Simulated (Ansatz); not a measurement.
# CF3 (SMILES F[C](F)F) at UBHLYP/def2-SVPD

What is the electronic atomisation energy of CF3 at UBHLYP/def2-SVPD? 

Program for the calculation: Ansatz 0.2.0.

32 further runs of the same task are left out: 32 set aside as unsound or not needed.

## 1. The molecule

The species is CF3 (4 atoms), meant as a doublet with charge 0. SMILES: `F[C](F)F`. Geometry: relaxed at PBE0-D4/def2-TZVP.

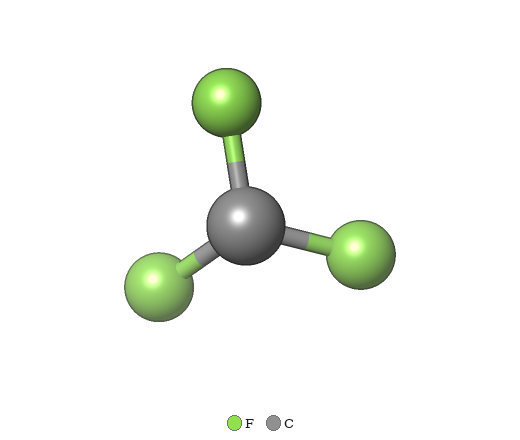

The structure, seen from a chosen angle (fluorine green, carbon grey).

## 2. A single-point energy at UBHLYP/def2-SVPD

File molecule.yaml:

```yaml
crystal:
  periodic: [false, false, false]
  atoms:
    - {symbol: F, position_ang: [-1.227500, 0.024900, 0.265400]}
    - {symbol: C, position_ang: [-0.039500, -0.059500, -0.286700]}
    - {symbol: F, position_ang: [0.658900, -1.044900, 0.227300]}
    - {symbol: F, position_ang: [0.608100, 1.079500, -0.205900]}
basis:
  gaussian:
    orbitals: def2-SVPD
total_charge: 0
magnetization:
  spin_polarized: true
  initial_magnetization: 1
hamiltonian:
  xc: {name: BHLYP}
accuracy: high
output: {orbitals: {seedname: orbitals}}
```

Command:

```console
ansatz run molecule.yaml --threads 1 --pin off --max-ram 3480MiB --events-out events.jsonl --progress --plain --runs-dir runs
```

Output:

```text
Warning: RAYON_NUM_THREADS=1 ignored (pool sized by the plan → 1); use --threads N
Functional definition: BHLYP
  name "BHLYP"
  parameter a = 0.5
  exchange = (1 - a)*b88_x + a*exact_x
  correlation = lyp_c
1772 factors; integrals over basis functions are off by at most 3.1e-9 eV
mean field evaluation 1: about -9173.2417 eV, gradient 2.6e1 eV
mean field evaluation 2: about -9173.1622 eV, gradient 2.8e1 eV
mean field evaluation 4: about -9175.4580 eV, gradient 5.0e-1 eV
mean field evaluation 8: about -9175.5084 eV, gradient 6.1e-2 eV
mean field evaluation 16: about -9175.5085 eV, gradient 1.3e-5 eV
mean field -9175.50846212 eV, -337.1937166001 hartree, gradient 2.2e-8 eV, S^2 0.752513; 0 other end points of the search recorded, 0 dependent functions left out
reference -9175.50848395 eV, -337.1937174023 hartree; 17, 16 occupied and 72, 73 virtual orbitals, 1772 factors
Total energy: -9175.50848395 eV, -337.1937174023 hartree
```

Run time: 7.5 s. Hardware: 1 thread of Arm Neoverse V1, shared host; peak memory 0.32 GiB.

## 3. The C atom at the same level

File run.yaml:

```yaml
crystal:
  periodic: [false, false, false]
  atoms:
    - symbol: C
      position_ang: [0.000000, 0.000000, 0.000000]
basis:
  gaussian:
    orbitals: def2-SVPD
magnetization:
  spin_polarized: true
  initial_magnetization: 2
hamiltonian:
  xc: {name: BHLYP}
accuracy: high
```

Command:

```console
ansatz run run.yaml --threads 1 --pin off --max-ram 3480MiB --events-out events.jsonl --progress --plain --runs-dir runs
```

Output:

```text
Warning: RAYON_NUM_THREADS=1 ignored (pool sized by the plan → 1); use --threads N
[... 5 set-up lines as earlier in the session ...]
163 factors; integrals over basis functions are off by at most 3.2e-9 eV
mean field evaluation 1: about -1028.5738 eV, gradient 3.6e0 eV
mean field evaluation 2: about -1028.6597 eV, gradient 7.0e-1 eV
mean field evaluation 4: about -1028.6655 eV, gradient 5.0e-2 eV
mean field evaluation 8: about -1028.6655 eV, gradient 2.3e-4 eV
mean field -1028.66549907 eV, -37.8027598362 hartree, gradient 3.1e-8 eV, S^2 2.005053; 0 other end points of the search recorded, 0 dependent functions left out
reference -1028.66551596 eV, -37.8027604571 hartree; 4, 2 occupied and 16, 18 virtual orbitals, 163 factors
Total energy: -1028.66551596 eV, -37.8027604571 hartree
```

Run time: 0.3 s. Hardware: 1 thread of Arm Neoverse V1, shared host.

## 4. The F atom at the same level

File run.yaml:

```yaml
crystal:
  periodic: [false, false, false]
  atoms:
    - {symbol: F, position_ang: [0.000000, 0.000000, 0.000000]}
basis:
  gaussian: {orbitals: def2-SVPD}
total_charge: 0
magnetization: {spin_polarized: true, initial_magnetization: 1}
hamiltonian: {xc: {name: BHLYP}}
accuracy: high
```

Run the same way, it converges to -99.62600 Eh (log not shown).

## 5. Outcome

Level: UBHLYP/def2-SVPD.

| quantity | value |
| --- | --- |
| molecule: total energy | -337.19372 Eh |
| molecule: HOMO energy (highest over α and β) | -9.94 eV |
| molecule: LUMO energy (lowest over α and β) | -1.55 eV |
| molecule: ⟨S²⟩ | 0.753 |
| C atom: total energy | -37.80276 Eh |
| C atom: ⟨S²⟩ | 2.005 |
| F atom: total energy | -99.62600 Eh |
| F atom: ⟨S²⟩ | 0.752 |
| electronic atomisation energy | 13.958 eV |

Taking the molecule apart into free atoms costs 13.96 eV (322 kcal/mol), before zero-point energy and without spin-orbit coupling.
